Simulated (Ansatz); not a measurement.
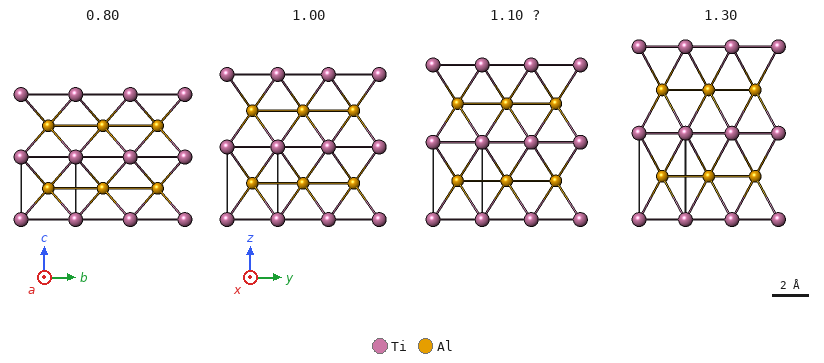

A crystal of TiAl (P4/mmm): the ratio of the cell's length along z to its lengths across, counted as 1 for the reference, is changed at fixed volume (a c/a path), with the atoms kept at their fractional coordinates. x, y and z are the Cartesian axes of the input. The picture is a ball-and-stick view of the cell of the calculation, repeated 2 × 3 × 2 with one cell outlined, seen along the a axis.

All numbers below come from DFT LDA, scalar-relativistic, plane waves, PAW (Ansatz 0.2.0). Set-up: plane-wave cutoff 420 eV; k-point mesh 10 × 10 × 8; occupations gaussian; smearing width 0.15 eV; no spin polarisation. Energies (free energies at the smearing named) are counted from the cell as listed in its source, which wasn't relaxed.

```
axial ratio over its reference value  energy change (meV/atom)
                                0.80                      97.3
                                0.85                      60.8
                                0.92                      20.4
                                0.96                       7.0
                                1.00                       0.0
                                1.05                       2.4
                                1.10                         ?
                                1.20                      84.6
                                1.30                     207.8
```

> One row is withheld. What is its energy?

A straight line between the two neighbours gives 29.8 meV/atom. A cubic through the four nearest rows (1.00, 1.05, 1.20, 1.30) gives, with Lagrange weights, (−0.3333)(0.0) + (1.0667)(2.4) + (0.3333)(84.6) + (−0.0667)(207.8) = 16.9 meV/atom. The calculation gives 17.4 meV/atom, so the cubic is 0.5 meV/atom too low and the straight line 12.4 meV/atom too high, as the curve bends upwards here.

The whole profile:

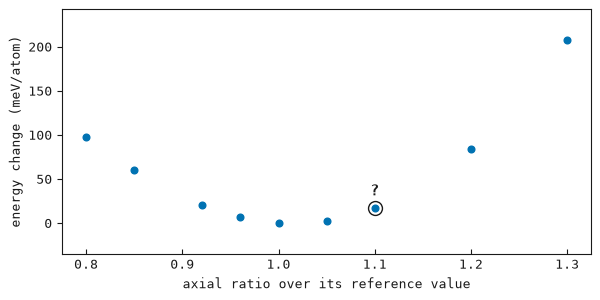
